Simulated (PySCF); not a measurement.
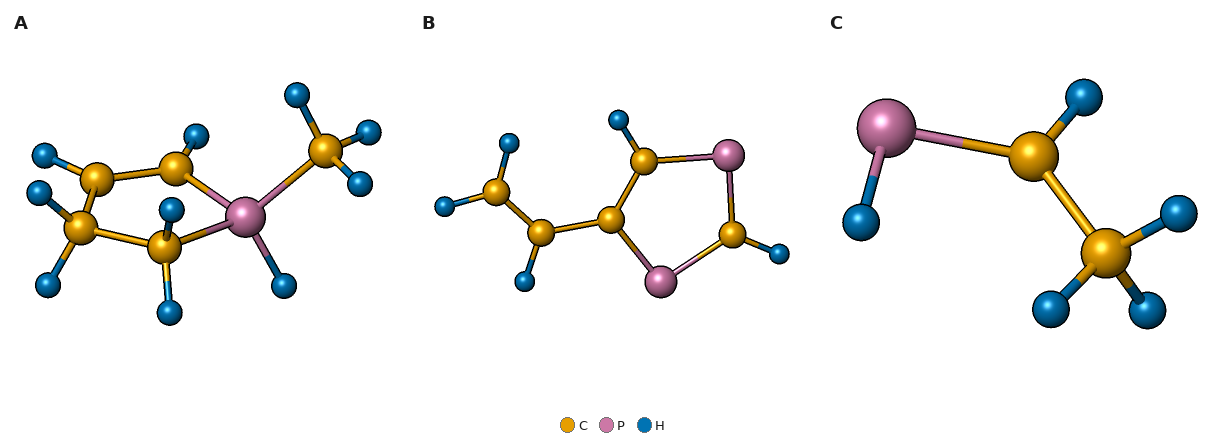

Source: calculation with PySCF.

Question: Which panel belongs to which SMILES?
(1) C=Cc1cpc[p-]1
(2) [H]/P=C\C
(3) C[P@@H+]1C=CCC1

Answer: A is (3), B is (1), C is (2).
